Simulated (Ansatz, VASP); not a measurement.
## Cross-check of NaCdCuS2 between VASP and Ansatz

Wanted: the spread between two codes on one cell, functional and k mesh. The cell is invented: As first built, before any earlier steps moved the atoms: it takes the NaLiCdS2 structure with some of its atoms replaced by other elements, volume scaled by an estimate. It may not be a known or stable phase. The cell comes out of the VASP series on this material, whose earlier steps may have relaxed, scaled or displaced it; both programs get it as it stands.

Calculated with Ansatz 0.2.0; plane waves, with VASP 6.6.1 beside it; band structure at BLYP with D3(BJ) and single point at BLYP with D3(BJ).

## Step 1: The starting structure

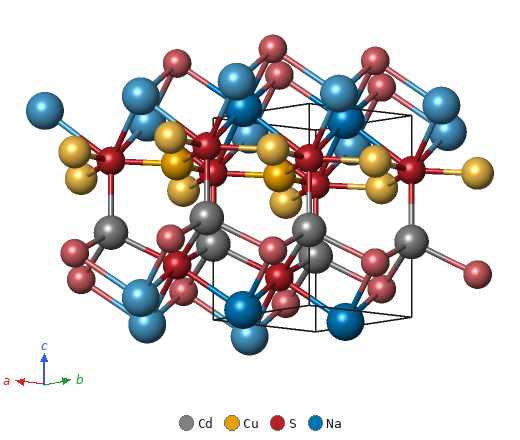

Start, viewed from a free direction; cadmium grey, copper orange, sulfur red, sodium blue. 2×1×1 cells are drawn. Some periodic images of atoms are drawn too.

## Step 2: Ansatz: band structure, BLYP with D3(BJ)

Ansatz runs on its default PAW (the set named soft_2) files.

The same path points are solved in both programs, so levels can be compared one by one.

File input.yaml:

```yaml
crystal:
  lattice:
    - [3.9446694718, 0.0, 0.0]
    - [-1.9723347359, 3.4161833978, 0.0]
    - [0.0, 0.0, 7.1372133519]
  atoms:
    - { symbol: Cd, position: [0.0, 0.0, 0.3735315838] }
    - { symbol: Cu, position: [0.66666667, 0.33333333, 0.7092428059] }
    - { symbol: S, position: [0.66666667, 0.33333333, 0.2075360212] }
    - { symbol: S, position: [0.0, 0.0, 0.7282440751] }
    - { symbol: Na, position: [0.33333333, 0.66666667, 0.9814465139] }
hamiltonian:
  xc: blyp
  pseudopotentials: { kind: paw }
  dispersion: d3bj
kpoints:
  mp_grid: { grid: [6, 6, 3] }
  band_path:
    path:
      - [0.0, 0.0, 0.0]
      - [0.13333, 0.0, 0.0]
      - [0.3, 0.0, 0.0]
      - [0.46667, 0.0, 0.0]
      - [0.46667, 0.06667, 0.0]
      - [0.41111, 0.17778, 0.0]
      - [0.35556, 0.28889, 0.0]
      - [0.28889, 0.28889, 0.0]
      - [0.17778, 0.17778, 0.0]
      - [0.06667, 0.06667, 0.0]
      - [0.0, 0.0, 0.03333]
      - [0.0, 0.0, 0.2]
      - [0.0, 0.0, 0.36667]
      - [0.0, 0.0, 0.5]
      - [0.16667, 0.0, 0.5]
      - [0.3, 0.0, 0.5]
      - [0.46667, 0.0, 0.5]
      - [0.46667, 0.06667, 0.5]
      - [0.41111, 0.17778, 0.5]
      - [0.35556, 0.28889, 0.5]
      - [0.28889, 0.28889, 0.5]
      - [0.17778, 0.17778, 0.5]
      - [0.06667, 0.06667, 0.5]
      - [0.5, 0.0, 0.46667]
      - [0.5, 0.0, 0.3]
      - [0.5, 0.0, 0.13333]
      - [0.33333, 0.33333, 0.0]
      - [0.33333, 0.33333, 0.16667]
      - [0.33333, 0.33333, 0.33333]
      - [0.33333, 0.33333, 0.5]
    npoints: 1
scf:
  occupations: { method: gaussian, width: 0.05 }
  n_extra_bands: 8
output:
  forces: true
  stress: true
  eigenvalues: true
  write_density: true
  write_potential: true
  elf: true
  volumetric_format: npy
```

Command:

```bash
$ ansatz run input.yaml --threads 2 --pin off --max-ram 4608MiB --backend cpu --events-out ev --progress --plain --runs-dir out
```

Numbers of over 12 decimals in the logs are rounded to 6 here.

Output:

```text
scf.n_extra_bands = 8 over 30 filled bands (N_el = 60.0): the run solves 38 bands
Engine: ansatz 0.2.0, aarch64-unknown-linux-gnu
Pseudopotentials: kind: paw
Pseudopotential: Cd, paw, valence charge 20, recommended cutoff 420 eV (normal), Cd.paw.azcp
Pseudopotential: Cu, paw, valence charge 19, recommended cutoff 420 eV (normal), Cu.paw.azcp
Pseudopotential: S, paw, valence charge 6, recommended cutoff 420 eV (normal), S.paw.azcp
Pseudopotential: Na, paw, valence charge 9, recommended cutoff 420 eV (normal), Na.paw.azcp
Functional definition: BLYP
  parameter beta = 0.0042
  parameter a = 0.04918
  parameter b = 0.132
  parameter c = 0.2533
  parameter d = 0.349
  exchange = b88_x(beta = beta)
  correlation = lyp_c(a = a, b = b, c = c, d = d)
Crystal: 5 atoms, lattice volume = 96.179 Å³
Basis set: ecut = 420 eV, 1907 PW (Γ), exchange–correlation on 54×54×96 points (8 copies of the dense FFT grid, shifted against one another)
Bands: 38, of which v1, the nominal top of the filled ones, is band 30 counted from 1 (29 counted from 0)
Symmetry: 6 space group operations
Space group: P3m1 (ITA 156), of the structure as read, at distance tolerance 4.6e-5 Å
k-points: 17 of 108 (time reversal used)
Non-local potential: Cd, projectors of the file, l = 0: 3, l = 1: 2, l = 2: 2, l = 3: 1
Non-local potential: Cu, projectors of the file, l = 0: 3, l = 1: 2, l = 2: 3, l = 3: 1
Non-local potential: S, projectors of the file, l = 0: 2, l = 1: 2, l = 2: 2
Non-local potential: Na, projectors of the file, l = 0: 3, l = 1: 2, l = 2: 1
PAW form: soft (Blöchl's): semilocal exchange-correlation on the pseudo side does not see the compensation charge
PAW frozen core: Cd, regenerated for the run's functional, and the local potential with it (the file was generated under x = pbe(κ = 0.804, μ = 0.219515), c = pbe(β = 0.066725))
PAW frozen core: Cu, regenerated for the run's functional, and the local potential with it (the file was generated under x = pbe(κ = 0.804, μ = 0.219515), c = pbe(β = 0.066725))
PAW frozen core: S, regenerated for the run's functional, and the local potential with it (the file was generated under x = pbe(κ = 0.804, μ = 0.219515), c = pbe(β = 0.066725))
PAW frozen core: Na, regenerated for the run's functional, and the local potential with it (the file was generated under x = pbe(κ = 0.804, μ = 0.219515), c = pbe(β = 0.066725))
PAW one-centre angular grid: Cd, 590 points (default); XC on 64 Gauss nodes
PAW one-centre angular grid: Cu, 590 points (default); XC on 64 Gauss nodes
PAW one-centre angular grid: S, 110 points (default); XC on 64 Gauss nodes
PAW one-centre angular grid: Na, 110 points (default); XC on 96 Gauss nodes
Initial density: superposition of atomic densities (neutral atoms: chi_scale 0, normalization atom), corrected by the library's trained network
Initial wavefunctions: pseudopotential atomic-orbital guess
Functional: x = b88, c = lyp
SCF iter   1: F=—  HF=-18214.095433 eV  |F-HF|=—  |Δ(HF+E_count)|=         —  Δρ=8.12e-3  dr2=9.50e-2  ethr=1.77e-3  ⟨swp⟩=6.4  Hψ=2617  notcnv=0  defer=6
preconditioner: auto → Resta (q_TF=auto, 2.522 Å⁻¹)  ε∞=4.3  [insulator: Δε(μ)=0.449 eV  Ē_g=13.434 eV  σ=0.050 eV  W_gap=1.00  n_scr=22 (ndim 8)  ℏωp=24.5 eV  f_vac=0.045  D(μ)=0.00/eV (n_scr^D=0)  ε∞_Penn≈4.3]
SCF iter   2: F=—  HF=-18214.074703 eV  |F-HF|=—  |Δ(HF+E_count)|=   2.07e-2  Δρ=4.75e-3  dr2=1.61e-2  ethr=1.58e-4  ⟨swp⟩=2.1  Hψ=1028  notcnv=0  defer=49
SCF iter   3: F=—  HF=-18214.073616 eV  |F-HF|=—  |Δ(HF+E_count)|=   1.09e-3  Δρ=4.67e-3  dr2=1.81e-2  ethr=2.68e-5  ⟨swp⟩=2.1  Hψ=1196  notcnv=0  defer=49
SCF iter   4: F=—  HF=-18214.069670 eV  |F-HF|=—  |Δ(HF+E_count)|=   3.95e-3  Δρ=9.35e-4  dr2=1.12e-3  ethr=2.68e-5  ⟨swp⟩=2.1  Hψ=837  notcnv=0  defer=49
SCF iter   5: F=—  HF=-18214.069547 eV  |F-HF|=—  |Δ(HF+E_count)|=   1.23e-4  Δρ=4.83e-4  dr2=1.55e-4  ethr=1.87e-6  ⟨swp⟩=2.0  Hψ=967  notcnv=0  defer=49
SCF iter   6: F=—  HF=-18214.069546 eV  |F-HF|=—  |Δ(HF+E_count)|=   5.38e-7  Δρ=1.04e-4  dr2=8.87e-6  ethr=2.59e-7  ⟨swp⟩=2.0  Hψ=843  notcnv=0  defer=49
SCF iter   7: F=—  HF=-18214.069529 eV  |F-HF|=—  |Δ(HF+E_count)|=   1.72e-5  Δρ=6.90e-5  dr2=2.99e-6  ethr=1.48e-8  ⟨swp⟩=2.0  Hψ=1073  notcnv=0  defer=49
SCF iter   8: F=—  HF=-18214.069530 eV  |F-HF|=—  |Δ(HF+E_count)|=   4.92e-7  Δρ=1.70e-5  dr2=2.81e-7  ethr=4.99e-9  ⟨swp⟩=2.1  Hψ=786  notcnv=0  defer=49
SCF iter   9: F=-18214.069530 eV  HF=-18214.069530 eV  |F-HF|=1.96e-8  |Δ(HF+E_count)|=   3.70e-9  Δρ=8.99e-6  dr2=5.94e-8  ethr=1.67e-10  ⟨swp⟩=13.1  Hψ=4395  notcnv=0
SCF 1 converged in 9 iterations: F = -18214.069530 eV  dr2 = 5.94e-8
  greatest PAW one-centre occupation: 1.000 electrons in one spin orbital (limit 2), on the Cd atom at site 0 (counted from 0), in its partial waves of l = 0
NSCF: frozen V_eff on 30 k-points
SCF converged after 9 iterations
Free energy (F): -18214.069530 eV
Harris-Foulkes:  -18214.069530 eV  (|F-HF|=1.96e-8)
Internal energy: -18214.069528 eV  (E = F + TS)
E sigma→0 (E₀):  -18214.069529 eV
Entropy (-TS):   -0.000002 eV (-0.000 meV/atom)
Fermi energy:    9.470723 eV
--- Per-component energies (eV) ---
  E_band       = -1133.885677
  E_kinetic    = 1146.643053
  E_local      = -10844.277091  (includes V_loc(G=0)·N_el)
  E_nonlocal   = 595.364405
  E_hartree    = 4786.921633
  E_xc         = -495.685754
  E_vxc        = -554.508189  (∫ρ·V_xc dr)
  E_paw        = -7260.692835  (= ΣΔE_a)
  E_vpaw       = -1050.974531  (= ΣTr[D̂ρ^β])
  E_aug_tail   = 0.000242  (compensation charges beyond the density's cutoff)
  E_ewald      = -6138.641299
  E_disp       = -3.820912  (pairwise vdW)
  E_core_change = 0.119029  (= ΣΔE_core)
  E_smearing   = -0.000002  (= −TS)
  E_closure    = 0.000000  (closes the sum)
  Σ components = -18214.069530   (vs F -18214.069530, Δ=0.00e0)
--- Forces (eV/Å), atoms counted from 1 ---
  atom   1  Cd    -0.00000000     0.00000000    -0.01309497
  atom   2  Cu     0.00000000     0.00000000     0.00205885
  atom   3  S      0.00000000     0.00000000     0.04893447
  atom   4  S      0.00000000    -0.00000000    -0.04001979
  atom   5  Na    -0.00000000    -0.00000000     0.00211063
  max |Σ_I F_I| component: 1.08e-5 eV/Å
--- Stress (GPa, compression-positive) ---
        0.049139      -0.000000       0.000000
        0.000000       0.049139       0.000000
        0.000000       0.000000       0.122925
  P = ⅓ Tr σ = 0.0737 GPa (0.737 kbar)
--- Band table (eV; the first three rows and the last of 17) ---
  k-point 0: bands = [... 26 lower, 7.5849, 7.5849, 9.3406, 9.3406, 9.5918, 11.1469, 14.1563, 14.8936, ... 4 higher]
  k-point 1: bands = [... 26 lower, 7.6014, 7.6014, 9.3252, 9.3252, 10.3870, 11.1218, 13.5460, 14.8522, ... 4 higher]
  k-point 2: bands = [... 26 lower, 7.3573, 7.4792, 8.3051, 8.8849, 10.5711, 12.0909, 13.8902, 14.4404, ... 4 higher]
  k-point 16: bands = [... 26 lower, 6.8998, 7.2538, 7.4499, 7.8660, 11.7510, 12.0113, 12.8885, 14.5885, ... 4 higher]
```

The job ended after 6.2 s (2 threads of Arm Neoverse V2, shared host; peak memory 0.4 GiB; 12 s of CPU time).

## Step 3: VASP: band structure, BLYP with D3(BJ)

The same cell, functional (in two slightly different forms), mesh and smearing now go to VASP, with its own data sets and cutoff.

Lines of VASP's logs that name or quote its potential files are left out, and so is its time.

File INCAR:

```
SYSTEM = NaCdCuS2
PREC = Accurate
ENCUT = 400
EDIFF = 1E-06
NELM = 100
ISMEAR = 0
SIGMA = 0.05
LREAL = .FALSE.
ALGO = Normal
GGA = B5
ALDAX = 1
AGGAX = 1
AGGAC = 1
ALDAC = 0
IVDW = 12
VDW_S6 = 1
VDW_S8 = 2.6996
VDW_A1 = 0.4298
VDW_A2 = 4.2359
NBANDS = 36
LORBIT = 11
LWAVE = .FALSE.
LCHARG = .FALSE.
KPAR = 2
```

File POSCAR:

```
NaCdCuS2
1.0
    3.9446694718      0.0000000000      0.0000000000
   -1.9723347359      3.4161833978      0.0000000000
    0.0000000000      0.0000000000      7.1372133519
Cd Cu S Na
1 1 2 1
Direct
    0.0000000000      0.0000000000      0.3735315838
    0.6666666700      0.3333333300      0.7092428059
    0.6666666700      0.3333333300      0.2075360212
    0.0000000000      0.0000000000      0.7282440751
    0.3333333300      0.6666666700      0.9814465139
```

File KPOINTS:

```
Automatic mesh
0
Gamma
6 6 3
0 0 0
```

File KPOINTS_OPT:

```
Line mode
16
Line-mode
Reciprocal
  0.00000000   0.00000000   0.00000000 GAMMA
  0.50000000   0.00000000   0.00000000 M

  0.50000000   0.00000000   0.00000000 M
  0.33333333   0.33333333   0.00000000 K

  0.33333333   0.33333333   0.00000000 K
  0.00000000   0.00000000   0.00000000 GAMMA

  0.00000000   0.00000000   0.00000000 GAMMA
  0.00000000   0.00000000   0.50000000 A

  0.00000000   0.00000000   0.50000000 A
  0.50000000   0.00000000   0.50000000 L

  0.50000000   0.00000000   0.50000000 L
  0.33333333   0.33333333   0.50000000 H

  0.33333333   0.33333333   0.50000000 H
  0.00000000   0.00000000   0.50000000 A

  0.50000000   0.00000000   0.50000000 L
  0.50000000   0.00000000   0.00000000 M

  0.33333333   0.33333333   0.00000000 K
  0.33333333   0.33333333   0.50000000 H
```

The projector-augmented-wave data sets are Cd, Cu, S and Na_pv (PBE family, release 64).

Command:

```bash
$ mpirun -np 2 vasp_std
```

Output:

```text
[banner, memory and clock lines left out]
running    2 mpi-ranks, on    1 nodes
 distrk:  each k-point on    1 cores,    2 groups
 distr:  one band on    1 cores,    1 groups

 POSCAR found type information on POSCAR CdCuS Na
 POSCAR found :  4 types and       5 ions
|                                                                             |
|               ----> ADVICE to this user running VASP <----                  |
|                                                                             |
|     You enforced a specific xc type in the INCAR file but a different       |
|     [... a line on the potential file left out ...]
|     I HOPE YOU KNOW WHAT YOU ARE DOING!                                     |
|                                                                             |

 LDA part: xc-table for (Slater(with rela. corr.)+VWN5), standard interpolation
 POSCAR, INCAR and KPOINTS ok, starting setup
 FFT: planning ... GRIDC
 FFT: planning ... GRID_SOFT
 FFT: planning ... GRID
 WAVECAR not read
 entering main loop
       N       E                     dE             d eps       ncg     rms          rms(c)
DAV:   1     0.356666706701E+03    0.35667E+03   -0.16419E+04  1232   0.112E+03
DAV:   2     0.180694177528E+02   -0.33860E+03   -0.31579E+03  1248   0.319E+02
DAV:   3    -0.154523524878E+02   -0.33522E+02   -0.32608E+02  1504   0.107E+02
DAV:   4    -0.167390306364E+02   -0.12867E+01   -0.12800E+01  1488   0.206E+01
DAV:   5    -0.167851707904E+02   -0.46140E-01   -0.46117E-01  1676   0.397E+00    0.109E+01
DAV:   6    -0.153595545277E+02    0.14256E+01   -0.12596E+01  1932   0.471E+01    0.848E+00
DAV:   7    -0.147760196428E+02    0.58353E+00   -0.35719E+00  1728   0.413E+01    0.625E+00
DAV:   8    -0.147751121819E+02    0.90746E-03   -0.32598E-01  1664   0.310E+00    0.249E+00
DAV:   9    -0.147694614120E+02    0.56508E-02   -0.46864E-02  1724   0.317E+00    0.358E-01
DAV:  10    -0.147690463465E+02    0.41507E-03   -0.94545E-03  1920   0.172E+00    0.149E-01
DAV:  11    -0.147690941086E+02   -0.47762E-04   -0.10663E-03  1840   0.412E-01    0.895E-02
DAV:  12    -0.147691354433E+02   -0.41335E-04   -0.21278E-04  1864   0.227E-01    0.476E-02
DAV:  13    -0.147691499277E+02   -0.14484E-04   -0.76004E-05  1768   0.117E-01    0.147E-02
DAV:  14    -0.147691491163E+02    0.81145E-06   -0.18828E-05  1696   0.796E-02    0.554E-03
DAV:  15    -0.147691494032E+02   -0.28694E-06   -0.26861E-06  1260   0.119E-02
   1 F= -.18589664E+02 E0= -.18589664E+02  d E =-.331630E-06
 Start KPOINTS_OPT (optional k-point list driver)
k-point batch [1-17\144]
       N       E                     dE             ncg
DAV:   1     0.358294745983E+04   -0.67078E+04     1224
DAV:   2    -0.221603507728E+04   -0.57990E+04     1260
DAV:   3    -0.278657297471E+04   -0.57054E+03     1492
DAV:   4    -0.280864662737E+04   -0.22074E+02     1488
DAV:   5    -0.280935517918E+04   -0.70855E+00     1604
DAV:   6    -0.280938315706E+04   -0.27978E-01     1596
DAV:   7    -0.280938441011E+04   -0.12530E-02     1744
DAV:   8    -0.280938441539E+04   -0.52743E-05     1356
DAV:   9    -0.280938441554E+04   -0.15647E-06      996
[...]
k-point batch [137-144\144]
       N       E                     dE             ncg
DAV:   1     0.128033359663E+05   -0.86543E+04      584
DAV:   2     0.101402873038E+05   -0.26630E+04      612
DAV:   3     0.990244380636E+04   -0.23784E+03      692
DAV:   4     0.989420581108E+04   -0.82380E+01      688
DAV:   5     0.989392828020E+04   -0.27753E+00      732
DAV:   6     0.989391584786E+04   -0.12432E-01      784
DAV:   7     0.989391548969E+04   -0.35817E-03      784
DAV:   8     0.989391548784E+04   -0.18497E-05      624
DAV:   9     0.989391548775E+04   -0.92852E-07      424
```

OUTCAR, selected parts (step 3):

```text
ion  position               nearest neighbor table
   1  0.000  0.000  0.374-   4 2.53   3 2.57   3 2.57   3 2.57
   2  0.667  0.333  0.709-   4 2.28   4 2.28   4 2.28
   3  0.667  0.333  0.208-   1 2.57   1 2.57   1 2.57   5 2.79   5 2.79   5 2.79
   4  0.000  0.000  0.728-   2 2.28   2 2.28   2 2.28   1 2.53
   5  0.333  0.667  0.981-   3 2.79   3 2.79   3 2.79

  LATTYP: Found a hexagonal cell.
 ALAT       =     3.9446694718
 C/A-ratio  =     1.8093311500

 Subroutine GETGRP returns: Found  6 space group operations
 (whereof  6 operations were pure point group operations)

The static configuration has the point symmetry C_3v.

 Found     17 irreducible k-points:

   k-points           NKPTS =     17   k-points in BZ     NKDIM =     17   number of bands    NBANDS=     36

   dimension x,y,z NGX =    28 NGY =   28 NGZ =   48
   dimension x,y,z NGXF=    56 NGYF=   56 NGZF=   96

   ENCUT  =  400.0 eV  29.40 Ry    5.42 a.u.   6.43  6.43 11.64*2*pi/ulx,y,z

   NELECT =      42.0000    total number of electrons

 k-points in reciprocal lattice and weights: Automatic mesh
   0.00000000  0.00000000  0.00000000       0.009
   0.16666667  0.00000000  0.00000000       0.056
   0.33333333  0.00000000  0.00000000       0.056
   0.50000000  0.00000000  0.00000000       0.028
   0.16666667  0.16666667  0.00000000       0.056
   0.33333333  0.16666667  0.00000000       0.111
   0.33333333  0.33333333  0.00000000       0.019
   0.00000000  0.00000000  0.33333333       0.019
   0.16666667  0.00000000  0.33333333       0.056
[...]
-0.16666667  0.50000000  0.33333333       0.111
   0.33333333  0.33333333  0.33333333       0.037

 average (electrostatic) potential at core
       1 -37.9753       2 -66.4043       3 -87.0511       4 -87.5294       5 -45.5019

 E-fermi :   4.6802

 k-point     1 :       0.0000    0.0000    0.0000
  band No.  band energies     occupation
    ...
     17       2.3761      2.00000
     18       2.7896      2.00000
     19       2.7896      2.00000
     20       4.5363      1.99995
     21       4.5363      1.99995
     22       4.8162      0.00012
     23       6.3850      0.00000
     24       9.3794      0.00000
     25      10.1363      0.00000
     26      10.1363      0.00000
    ...

 k-point     2 :       0.1667    0.0000    0.0000
  band No.  band energies     occupation
    ...
     17       2.0994      2.00000
     18       2.5602      2.00000
     19       2.6742      2.00000
     20       3.5071      2.00000
     21       4.0822      2.00000
     22       5.7919      0.00000
     23       7.3253      0.00000
     24       9.1120      0.00000
     25       9.6701      0.00000
     26      10.1903      0.00000
    ...

 k-point     3 :       0.3333    0.0000    0.0000
  band No.  band energies     occupation
    ...
     17       2.0777      2.00000
     18       2.1903      2.00000
     19       2.5152      2.00000
     20       2.8974      2.00000
     21       3.3021      2.00000
     22       6.6052      0.00000
     23       7.4194      0.00000
     24       7.8941      0.00000
     25       9.4710      0.00000
     26      10.3242      0.00000
    ...

 Edisp (eV)   -3.82052

  Total       0.00651     0.00651    -0.00574     0.00000     0.00000     0.00000
  in kB       0.10837     0.10837    -0.09561     0.00000     0.00000     0.00000
  external pressure =        0.04 kB  Pullay stress =        0.00 kB

  energy-cutoff  :      400.00
  volume of cell :       96.18
      direct lattice vectors                 reciprocal lattice vectors
     3.944669472  0.000000000  0.000000000     0.253506664  0.146362166  0.000000000
    -1.972334736  3.416183398  0.000000000     0.000000000  0.292724331  0.000000000
     0.000000000  0.000000000  7.137213352     0.000000000  0.000000000  0.140110706

 POSITION                                       TOTAL-FORCE (eV/Angst)
 -----------------------------------------------------------------------------------
      0.00000      0.00000      2.66597         0.000000      0.000000     -0.006256
      1.97233      1.13873      5.06202         0.000000     -0.000000      0.000105
      1.97233      1.13873      1.48123        -0.000000      0.000000      0.003975
      0.00000      0.00000      5.19763         0.000000     -0.000000      0.004133
     -0.00000      2.27746      7.00479        -0.000000     -0.000000     -0.001957
 -----------------------------------------------------------------------------------
    total drift:                               -0.000008     -0.000008     -0.001151

  FREE ENERGIE OF THE ION-ELECTRON SYSTEM (eV)
  ---------------------------------------------------
  free  energy   TOTEN  =       -18.5896644114 eV

  energy  without entropy=      -18.5896640798  energy(sigma->0) =      -18.58966425

 total charge
# of ion       s       p       d       tot
------------------------------------------
    1        0.429   0.318   9.573  10.320
    2        0.401   0.329   9.308  10.037
    3        1.340   2.436   0.000   3.776
    4        1.321   2.429   0.000   3.750
    5        0.058   5.992   0.000   6.050
--------------------------------------------------
tot          3.549  11.503  18.881  33.933

[... 3 further parts left out ...]
```

The run ends at a pressure of 0.00 GPa, with forces up to 0.0063 eV/Å.

(Part 1 of 2 ends here.)

[Lines on the potential files, build, host, timing and source positions are cut from VASP's logs without a mark.]

[Logs are printed without paths, hosts, clocks, repeated set-up lines and the standing remarks that a program may print on its own settings, such as how far it seeks lower states.]

[Hosts, paths, dates, database ids (printed as entryN), source tags and the programs' standing remarks are cut or masked in the printed files.]
